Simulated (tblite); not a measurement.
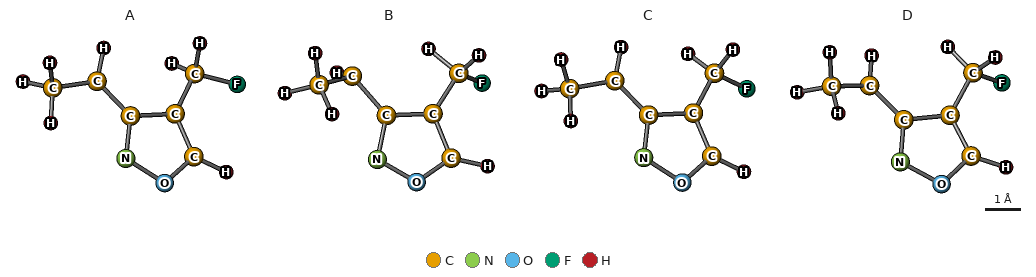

4 geometries from one relaxation of C₆H₇FNO (multiplicity 2), in shuffled order. The picture is a ball-and-stick view, seen at a tilt.

All numbers below come from GFN2-xTB geometry optimisation, gas phase (tblite 0.8.0). 

**Order the frames from highest to lowest energy.**

B, D, C, A. They are steps 0, 23, 68, 101, at +160.3 kJ/mol, +16.0 kJ/mol, +1.53 kJ/mol relative to the last. The atom that moves furthest after the best rigid fit is an H atom (1.34 Å). Largest moves by element: H 1.34 Å, F 0.55 Å, N 0.44 Å, C 0.40 Å, O 0.26 Å. Among the contacts that change: C–C 1.493 → 1.386 Å, C–H 1.187 → 1.098 Å, C–C 1.377 → 1.449 Å, C–O 1.281 → 1.341 Å. Among the angles between lasting bonds that change: C–C–C 106.4° → 122.7°, O–C–H 133.3° → 117.5°, C–C–H 121.6° → 132.3°. Groups turn about C–C by about 45°. After 101 geometry steps the energy has fallen by 160.3 kJ/mol. Cost: 0.83 s on 1 thread of Intel(R) Xeon(R) Processor @ 2.70GHz, with other jobs on the host.
